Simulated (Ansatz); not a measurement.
Base system: SiC in the wurtzite structure (space group P6_3mc, No. 186; a = 3.0760 Å, c = 5.0478 Å).

The same geometry is solved again with PBEsol+SOC.

Levels (all Ansatz, an electronic-structure program, PAW, earlier PAW set): PBEsol+SOC (420 eV, with spin-orbit coupling); PBEsol (420 eV, no SOC).

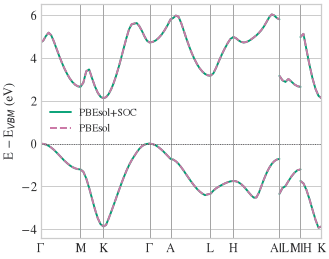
Fig. 1. Highest valence and lowest conduction band along the path, each from its own valence-band maximum

### Question
Read the PBEsol+SOC gap and its character from the plot.

### Answer
About 2.1 eV, indirect, Γ → K.

Single points use the geometry relaxed with PBEsol. The spin-orbit shifts are approximate. Stability against distortions was not tested.
